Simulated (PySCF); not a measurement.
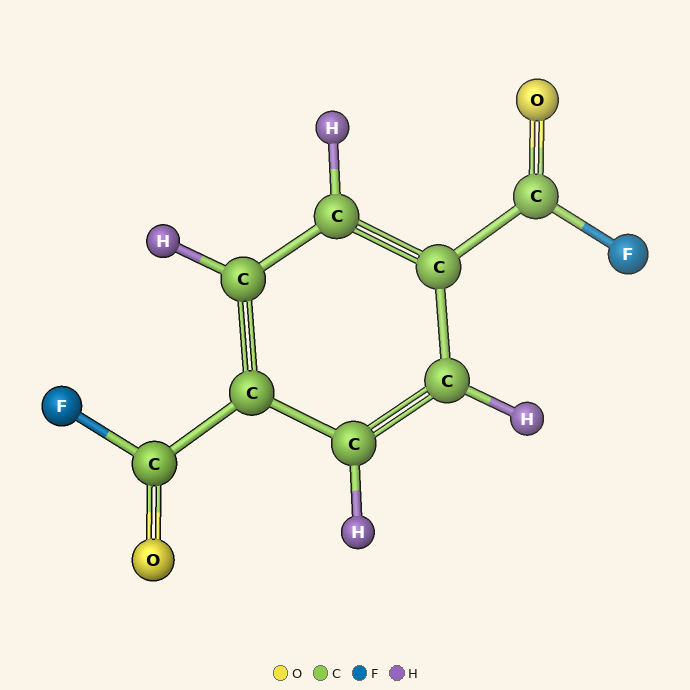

All atoms lie in one plane, which faces the viewer. Computed geometry: PBE0-D3(BJ)/def2-SVP optimisation. No frequency run is at hand to confirm it as a minimum.

List the symmetry elements and name the point group.

Answer. It has 1 C2 axis, 1 mirror plane and a centre of inversion, so the point group is C2h. The group has 4 operations. The geometry is achiral, and symmetry forbids a dipole moment.
